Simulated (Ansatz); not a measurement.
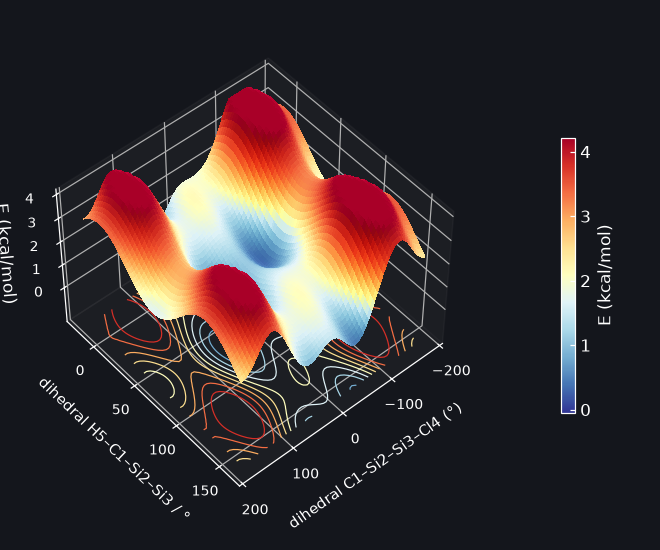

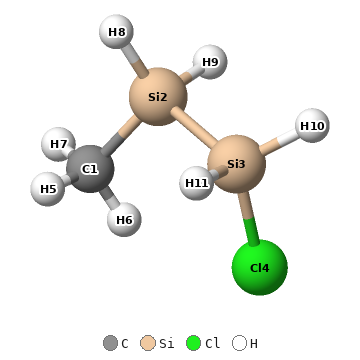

Energy landscape of CH7ClSi2, SMILES C[SiH2][SiH2]Cl. The first coordinate is: dihedral C1–Si2–Si3–Cl4; the second: dihedral H5–C1–Si2–Si3. Nothing is relaxed (all other coordinates rigid). Grid: 18 × 17 points. Energies: kcal/mol, counted from the lowest grid point. These are results of Ansatz, RKS SPW92 (LDA)/def2-SVP, not measurements.

The picture shows a relief with its contours projected below, any walls above the top of the colour scale cut off. Between grid points the surface is interpolated. The second picture is the structure at the lowest point.

Where are the wells?

Answer. The lowest grid point is at dihedral C1–Si2–Si3–Cl4 = 40°, dihedral H5–C1–Si2–Si3 = 70.0°. The energy also falls towards the edge at dihedral C1–Si2–Si3–Cl4 = −40°, dihedral H5–C1–Si2–Si3 = 160.0° (0.47 kcal/mol above the lowest) and dihedral C1–Si2–Si3–Cl4 = 40°, dihedral H5–C1–Si2–Si3 = −20.0° (0.93 kcal/mol above the lowest), where a further well may lie outside the range. Higher local minima lie near dihedral C1–Si2–Si3–Cl4 = −40°, dihedral H5–C1–Si2–Si3 = 47.5° (0.37 kcal/mol above the lowest at that grid point); dihedral C1–Si2–Si3–Cl4 = −180°, dihedral H5–C1–Si2–Si3 = 58.8° (1.73 kcal/mol above the lowest at that grid point). The highest grid point, dihedral C1–Si2–Si3–Cl4 = −120°, dihedral H5–C1–Si2–Si3 = 2.5°, lies 5.05 kcal/mol above the lowest. On the interpolated surface the easiest way out of the lowest well to the well at about dihedral C1–Si2–Si3–Cl4 = −45°, dihedral H5–C1–Si2–Si3 = 51° passes a barrier of about 1.1 kcal/mol, counted from the interpolated bottom of the well.

The input of one point:

```yaml
crystal:
  periodic: [false, false, false]
  atoms:
    - { symbol: C, position_ang: [-0.260806, 1.616216, 0.281114] }
    - { symbol: Si, position_ang: [-0.247757, 0.172332, -0.910113] }
    - { symbol: Si, position_ang: [0.553056, -1.667634, 0.270626] }
    - { symbol: Cl, position_ang: [-0.340107, -1.48502, 2.143682] }
    - { symbol: H, position_ang: [0.77414, 1.936695, 0.523701] }
    - { symbol: H, position_ang: [-0.753609, 1.295229, 1.224351] }
    - { symbol: H, position_ang: [-0.81119, 2.485678, -0.134564] }
    - { symbol: H, position_ang: [0.599481, 0.439984, -2.130372] }
    - { symbol: H, position_ang: [-1.644261, -0.163032, -1.372133] }
    - { symbol: H, position_ang: [0.177428, -3.00742, -0.305201] }
    - { symbol: H, position_ang: [2.047281, -1.639336, 0.468689] }
basis:
  gaussian: { orbitals: def2-SVP }
hamiltonian:
  xc: lda
output:
  forces: true
```

Time for the 306 points that were run: 11 min on 1 thread of Arm Neoverse V2 (shared host).
